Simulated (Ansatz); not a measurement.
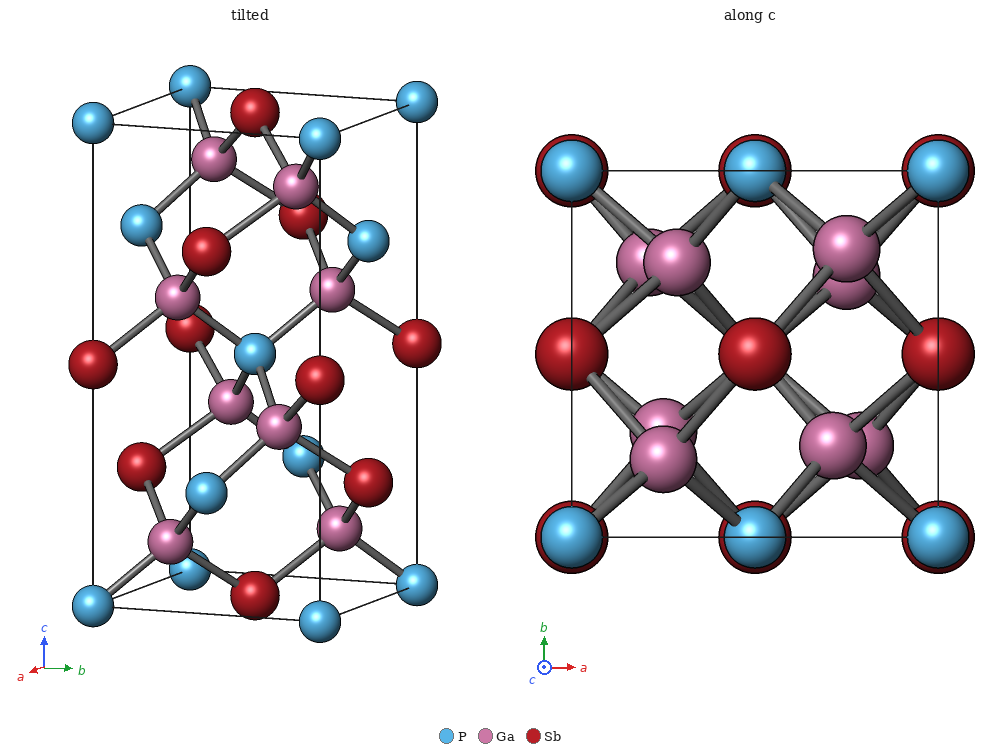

Shown here is a ball-and-stick view of the crystal, taken slightly off an axis and along the c axis. Atoms at the boundary of the conventional unit cell (the box) are drawn once for each face, edge or corner they touch.

Ga₂SbP, space group I-42d (No. 122), a = 5.795 Å, b = 5.795 Å, c = 11.495 Å, α = 90.00°, β = 90.00°, γ = 90.00°. Starting structure: a structure type filled with these elements by a generator (whether the compound takes this form wasn't checked). Earlier steps of the study, as a rule a relaxation of our own, may have changed the cell and positions, so they can lie some per cent off the listed ones. An electronic-structure calculation with Ansatz was run on it.

This one geometry was computed with Ansatz (DFT, plane waves, PAW) at five levels of theory: HSE06, PBE with spin-orbit coupling, PBE, PBE0 and r2SCAN. It was relaxed beforehand with r2SCAN.

### Which level gives the highest pressure at this volume, and what does that say about its equilibrium volume?

Highest: PBE with spin-orbit coupling (2.1 GPa) and PBE (2.1 GPa), which points to the largest equilibrium volume. Lowest, with the smallest volume: HSE06 (0.3 GPa), PBE0 (0.1 GPa) and r2SCAN (0.0 GPa). Levels within 0.5 GPa of each other can't be told apart.

### How does the band gap change with the level of theory?

PBE with spin-orbit coupling: a gap of 0.67 eV, direct; PBE: a gap of 0.77 eV, direct; r2SCAN: a gap of 1.23 eV, direct; HSE06: a gap of 1.60 eV, direct; PBE0: a gap of 2.20 eV, direct.

### Collect the results in a table.

| level | cutoff (eV) | k-mesh of the run's cell | gap (eV) | pressure (GPa) |
| --- | --- | --- | --- | --- |
| HSE06 | 420 | 4×4×4 | 1.60 | 0.3 |
| PBE with spin-orbit coupling | 420 | 6×6×6 | 0.67 | 2.1 |
| PBE | 420 | 6×6×6 | 0.77 | 2.1 |
| PBE0 | 420 | 4×4×4 | 2.20 | 0.1 |
| r2SCAN | 500 | 6×6×6 | 1.23 | 0.0 |

Gaps are taken on the k-mesh or band path of each run.
